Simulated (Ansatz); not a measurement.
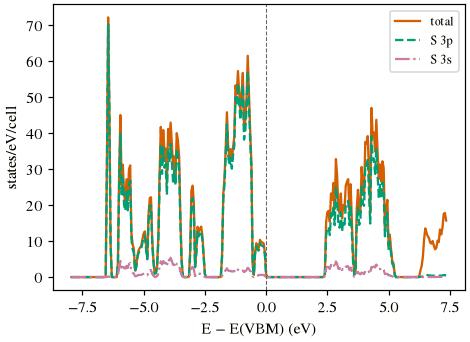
Fig. 1. Total and projected density of states of S in space group P2/c (No. 13; Pearson symbol mP32), the program Ansatz at the r²SCAN+D4 level (PAW)

Task: Which orbitals carry the states next to the gap?

Result: Top 1 eV of the valence band: S 3p 93 %. Bottom 1 eV of the conduction band: S 3p 77 %, S 3s 13 %, outside the projected shells 10 %. Projections are on Löwdin-orthogonalised atomic valence shells; empty p or d shells of many metals are not among them.

Task: Where is the tallest occupied peak in this window, and what makes it?

Result: Near -6.4 eV, about 72 states/eV per cell; the largest projected share is S 3p.

The workflow started from a Materials Project entry (that database holds measured and hypothetical structures alike); the Crystallography Open Database files this formula in space group No. 13, but the cells were not matched. It is not the phase usual at ambient conditions (space group No. 70). The cell was relaxed with r²SCAN+D4 under the symmetry of its start; whether a distortion lowers the energy is not shown.

Potentials: the earlier of the program's two PAW sets.
